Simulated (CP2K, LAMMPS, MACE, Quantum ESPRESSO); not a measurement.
# Pressure against volume in glassy 67P2O5-20BaO-13Al2O3 (mol %) (86 atoms), QE, PBE

Density of this cell: 2.81 g/cm³. The cell holds 86 atoms: 20 P, 3 Ba, 4 Al and 59 O. Its edges and angles: a = 10.711 Å, b = 10.711 Å, c = 10.711 Å, α = 90.0°, β = 90.0°, γ = 90.0°. 86 atoms (20 P, 3 Ba, 4 Al, 59 O) placed at random at 2.81 g/cm³, melted at 4000 K for 10 ps at fixed volume with the Morse and Coulomb pair potential with partial charges (Pedone, Malavasi, Menziani, Cormack and Segre, J. Phys. Chem. B 110, 11780 (2006)). Quenched from 4000 K to 300 K at 20 K/ps and fixed volume, held 10 ps at zero pressure, then minimised at fixed cell. Then the atoms were relaxed with MACE MPA-0 medium in the fixed cell. Then the atoms were relaxed with CP2K double zeta, PBE.

Calculated with Quantum ESPRESSO 7.5: PBE; plane waves, SSSP efficiency, 60/480 Ry; k-points Γ. The unchanged cell has V0 = 14.290 Å³ an atom and P0 = -0.056 GPa. It is scaled evenly, and CP2K double zeta, PBE relaxes the atoms at each volume before the single point.

```
volume (Å³/atom)  pressure (GPa)
          13.433           1.762
          13.862          0.9813
          14.719         -0.6083
          15.148               ?
```

**Question.** Fit a second-order expansion in ln V to the rows given and extrapolate to the withheld row.

Worked fit:

To second order in u = ln(V/V0), P = P0 − B u + ½ B B′ u², with B the bulk modulus at V0 and B′ its pressure derivative. So v = (P − P0)/u is a line in u, with intercept −B and slope ½ B B′.

```
         u   v (GPa)
-0.0618754  -29.3768
-0.0304592  -34.0554
 0.0295588  -18.6848
```

With n = 3: mean u = -0.0209253, mean v = -27.3723, Σ(u − ū)² = 0.0043165, Σ(u − ū)(v − v̄) = 0.58438. Slope b = 0.58438 / 0.0043165 = 135.38; intercept a = v̄ − b ū = -24.539.

So B = 24.5 GPa and B′ = 2b/B = 11. At the withheld volume u = 0.05827, v = a + b u = -16.65 GPa, and P = P0 + u v.

Prediction at 15.148: -1.026 GPa. The run gave -1.431 GPa, so the fit is high by 0.40 GPa (28 % of the value).

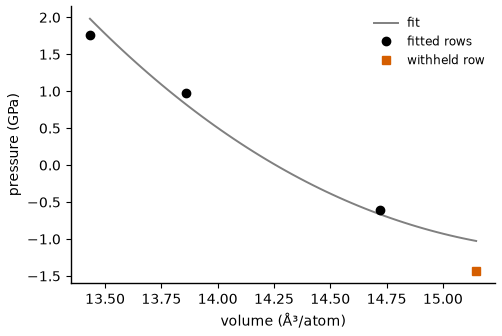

The fit, the rows that it rests on and the withheld row.

B′ = 11 rests on three points, and the miss at the fourth puts it in doubt. Among the rows given, the largest miss of the fit is at 13.433, by 0.22 GPa (6.9 % of the range of the table).

Limits: Static cells at zero temperature, with the cell shape held. Some relaxations stopped short of their force threshold. The atoms follow CP2K double zeta, PBE, not this level's own minimum.

[Logs are printed without paths, hosts, clocks, repeated set-up lines and the standing remarks that a program may print on its own settings, such as how far it seeks lower states.]

[Hosts, paths, dates, database ids (printed as entryN), source tags and the programs' standing remarks are cut or masked in the printed files.]
